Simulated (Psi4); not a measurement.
# SiNH4 (SMILES [NH][SiH3]): UPBE/def2-TZVP

Aim: the energy change on altering one bond length of SiNH4 at UPBE/def2-TZVP, from 2 runs. 

Program for the calculation: Psi4 1.11.

2 further runs of the same task are left out: 2 set aside as unsound or not needed.

## (1) The system as given

SiNH4: 6 atoms, total charge 0, spin state doublet. SMILES: `[NH][SiH3]`. The shape is that of a PBE0-D4/def2-TZVP optimisation.

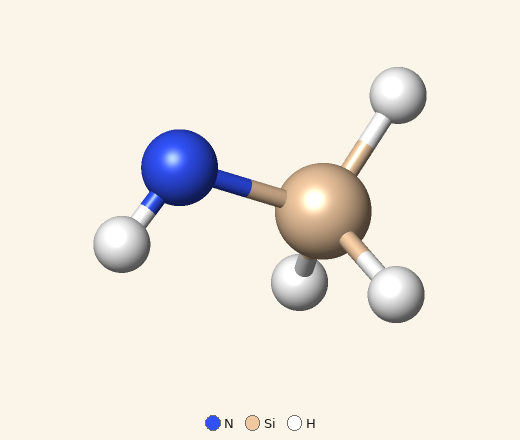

The structure, seen from a chosen angle (nitrogen blue, silicon light orange, hydrogen white).

## (2) Energy and forces at UPBE/def2-TZVP

File h4nsi_ase.py:

```python
import numpy as np
from ase.calculators.psi4 import Psi4
from ase import Atoms

mol = Atoms(['N', 'Si', 'H', 'H', 'H', 'H'], positions=[
    [0.592100, -0.835200, 0.909500],
    [-0.203700, 0.347600, -0.110000],
    [0.922800, -1.640700, 0.372700],
    [-1.310600, -0.282300, -0.885500],
    [0.789500, 0.911800, -1.068900],
    [-0.748100, 1.434800, 0.736200],
])
calc = Psi4(atoms=mol, method='pbe', basis='def2-TZVP', memory='2200MB', num_threads=1, charge=0, multiplicity=2, label='h4nsi', reference='uks')
calc.psi4.set_options({'puream': True, 'e_convergence': 1e-09, 'd_convergence': 1e-08, 'scf_type': 'pk', 'dft_radial_points': 99, 'dft_spherical_points': 590, 'maxiter': 100})
mol.calc = calc

forces = mol.get_forces()
print(f'energy: {mol.get_potential_energy():.6f} eV')
print('forces / eV A^-1')
print(np.round(forces, 5))
```

The run is started by

```console
$ python h4nsi_ase.py
```

h4nsi.dat:

```text
[...]
  Running in c1 symmetry.
[...]
  Nuclear repulsion =   56.674425113493072
[...]
  Multiplicity = 2
[...]
  Nalpha       = 13
  Nbeta        = 12
[...]
    Number of basis functions: 92
[...]
   @UKS iter   1:  -346.09037760578184   -1.83336e-01   8.87764e-03 DIIS/ADIIS
[...]
   @UKS iter  13:  -346.38956076734269   -5.51381e-12   7.17359e-09 DIIS
[...]
   @S^2 Observed:                7.531028276E-01
[...]
    Orbital Energies [Eh]
    ---------------------
    Alpha Occupied:
       1A    -65.408527     2A    -14.007717     3A     -5.056791
       4A     -3.467158     5A     -3.466571     6A     -3.465685
       7A     -0.764534     8A     -0.490366     9A     -0.387417
      10A     -0.338746    11A     -0.317903    12A     -0.263727
      13A     -0.256961
    Alpha Virtual:
      14A     -0.023158    15A      0.026674    16A      0.030856
      17A      0.039619    18A      0.055182    19A      0.135265
      20A      0.141549    21A      0.182752    22A      0.195897
      23A      0.201058    24A      0.226403    25A      0.261825
[...]
  @UKS Final Energy:  -346.38956076734269
   => Energetics <=
    Nuclear Repulsion Energy =             56.6744251134930721
    One-Electron Energy =                -590.4818171779536442
    Two-Electron Energy =                 216.4578518396243112
    DFT Exchange-Correlation Energy =     -29.0400205425064080
    Empirical Dispersion Energy =           0.0000000000000000
    VV10 Nonlocal Energy =                  0.0000000000000000
    Total Energy =                       -346.3895607673426866
[...]
 Multipole Moments:
 ------------------------------------------------------------------------------------
     Multipole            Electronic (a.u.)      Nuclear  (a.u.)        Total (a.u.)
 ------------------------------------------------------------------------------------
 L = 1.  Multiply by 2.5417464519 to convert [e a0] to [Debye]
 Dipole X            :          0.4946201           -0.5146409           -0.0200208
 Dipole Y            :         -0.6696977            0.5335579           -0.1361398
 Dipole Z            :          0.9759060           -1.5189854           -0.5430795
 Magnitude           :                                                    0.5602412
[...]
  -Total Gradient:
     Atom            X                  Y                   Z
    ------   -----------------  -----------------  -----------------
       1        0.000807084234    -0.003951861126    -0.006221660072
       2       -0.000061180942     0.000977222552    -0.002114890520
       3       -0.002434783272     0.005961324249     0.004126463648
       4        0.002860801463     0.001154662505     0.002737076907
       5       -0.002311276430    -0.001644080113     0.003084337248
       6        0.001138838604    -0.002496618870    -0.001612224429
[...]
```

On the terminal:

```text
energy: -9425.740053 eV
forces / eV A^-1
[[-0.0415   0.20321  0.31993]
 [ 0.00315 -0.05025  0.10875]
 [ 0.1252  -0.30654 -0.21219]
 [-0.14711 -0.05938 -0.14075]
 [ 0.11885  0.08454 -0.1586 ]
 [-0.05856  0.12838  0.0829 ]]
```

Wall time 60 s (1 thread of Intel Xeon Platinum 8175M at 2.50GHz (Skylake/Cascade Lake), shared host); peak memory 1.2 GiB.

## (3) The distorted shape, same level

File job.in:

```
memory 2200 MB

molecule m {
  0 2
  N
  Si 1 1.752625
  H 1 2.250401 2 111.89877
  H 2 1.491108 1 110.76314 3 54.98538
  H 2 1.491394 4 108.64961 1 119.7997
  H 2 1.481361 4 109.53092 5 119.61475
  units angstrom
  symmetry c1
  no_reorient
  no_com
}

set {
  basis def2-TZVP
  reference uks
  puream true
  e_convergence 1e-09
  d_convergence 1e-08
  scf_type pk
  dft_radial_points 99
  dft_spherical_points 590
  maxiter 100
}

e_tot, wfn = gradient("pbe", return_wfn=True)
oeprop(wfn, "DIPOLE", "MAYER_INDICES", "QUADRUPOLE", title="PBE")
print_variables()
```

The run is started by

```console
$ psi4 job.in job.out -n 1
```

job.out:

```text
[...]
  Running in c1 symmetry.
[...]
  Nuclear repulsion =   53.647399095084708
[...]
  Multiplicity = 2
[...]
  Nalpha       = 13
  Nbeta        = 12
[...]
    Number of basis functions: 92
[...]
   @UKS iter   1:  -345.70840242365313   -1.83997e-02   9.35721e-03 ADIIS/DIIS
[...]
   @UKS iter  20:  -346.24112953954386   -8.52651e-13   3.92662e-09 DIIS
[...]
   @S^2 Observed:                1.474385620E+00
[...]
    Orbital Energies [Eh]
    ---------------------
    Alpha Occupied:
       1A    -65.411298     2A    -14.044261     3A     -5.060988
       4A     -3.470959     5A     -3.470434     6A     -3.470271
       7A     -0.736312     8A     -0.475390     9A     -0.345205
      10A     -0.343291    11A     -0.295158    12A     -0.268351
      13A     -0.267770
    Alpha Virtual:
      14A     -0.103686    15A     -0.014318    16A      0.024446
      17A      0.027559    18A      0.034754    19A      0.132886
      20A      0.136061    21A      0.191167    22A      0.192217
      23A      0.194228    24A      0.202538    25A      0.260332
[...]
  @UKS Final Energy:  -346.24112953954386
   => Energetics <=
    Nuclear Repulsion Energy =             53.6473990950847082
    One-Electron Energy =                -584.3457596768753319
    Two-Electron Energy =                 213.3698496603170156
    DFT Exchange-Correlation Energy =     -28.9126186180702298
    Empirical Dispersion Energy =           0.0000000000000000
    VV10 Nonlocal Energy =                  0.0000000000000000
    Total Energy =                       -346.2411295395438628
[...]
  -Total Gradient:
     Atom            X                  Y                   Z
    ------   -----------------  -----------------  -----------------
       1        0.000413772327    -0.012038665591     0.024269045253
       2       -0.000614712529    -0.008340253996    -0.011878680865
       3       -0.000038290697     0.016498617671    -0.009008322355
       4        0.002561180047    -0.001154589011    -0.001247358773
       5       -0.002763024050    -0.000809217130    -0.001487722628
       6        0.000441470818     0.005840918790    -0.000636430170
[...]
 Multipole Moments:
 ------------------------------------------------------------------------------------
     Multipole            Electronic (a.u.)      Nuclear  (a.u.)        Total (a.u.)
 ------------------------------------------------------------------------------------
 L = 1.  Multiply by 2.5417464519 to convert [e a0] to [Debye]
 Dipole X            :         -0.0310663            0.0228268           -0.0082396
 Dipole Y            :         -1.5999527            1.7945103            0.1945576
 Dipole Z            :         -0.5927516            1.0859610            0.4932094
 Magnitude           :                                                    0.5302604
 L = 2.  Multiply by 1.3450342976 to convert [e a0^2] to [Debye ang]
 Quadrupole XX       :        -26.7836209           10.4796111          -16.3040098
 Quadrupole XY       :          0.0041377            0.0020415            0.0061792
[...]
```

It took 69 s on 1 thread of Intel Xeon Platinum 8175M at 2.50GHz (Skylake/Cascade Lake), shared host; peak memory 1.1 GiB.

## (4) Results

Level: UPBE/def2-TZVP.

| quantity | value |
| --- | --- |
| first shape: total energy | -346.38956 Eh |
| first shape: dipole moment | 1.42 D |
| first shape: HOMO energy (highest over α and β) | -6.55 eV |
| first shape: LUMO energy (lowest over α and β) | -4.92 eV |
| first shape: ⟨S²⟩ | 0.753 |
| first shape: largest force on an atom | 0.393 eV/Å |
| distorted shape: total energy | -346.24113 Eh |
| distorted shape: dipole moment | 1.35 D |
| distorted shape: HOMO energy (highest over α and β) | -6.83 eV |
| distorted shape: LUMO energy (lowest over α and β) | -4.64 eV |
| distorted shape: ⟨S²⟩ | 1.474 |
| distorted shape: largest force on an atom | 1.393 eV/Å |
| energy change with the N1–H3 bond stretched from 1.023 to 2.250 Å | 4.039 eV |

**Reading.** With the N1–H3 bond stretched from 1.023 to 2.250 Å the energy rises by 4.04 eV (93 kcal/mol). The first shape isn't relaxed at this level, so the change isn't measured from a minimum. The largest force (first shape) is 0.39 eV/Å: the shape isn't a stationary point for this species at this level. ⟨S²⟩ (distorted shape) is 1.47 where a pure doublet has 0.75: the reference is spin-contaminated.
